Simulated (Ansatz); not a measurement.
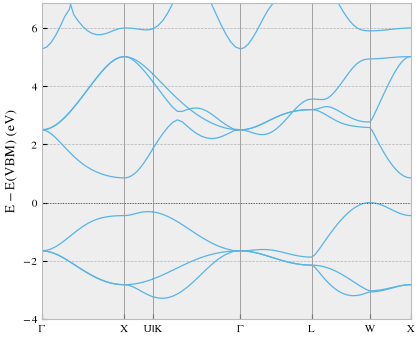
Fig. 1. Band structure from the program Ansatz at the PBE level (PAW)

Question: Read off the gap and where the band edges lie.

Answer: About 0.8 eV (0.85 eV by a search for the band edges); maximum at W, minimum at X.

Question: Pick the material that matches.
(A) GaAs, zinc blende
(B) AlAs, zinc blende
(C) PbS, zinc blende

Answer: C, PbS, zinc blende

Space group F-43m (zinc blende). The start of the workflow was typed in or built on a structure type; neither database checked (COD, Materials Project) lists it. It is not the phase usual at ambient conditions (space group No. 225). Symmetry was held in the PBE relaxation; whether a distortion lowers the energy is not shown. Scalar-relativistic: spin–orbit coupling is off unless named, which matters more the heavier the elements.

Potentials: the earlier of the program's two PAW sets.
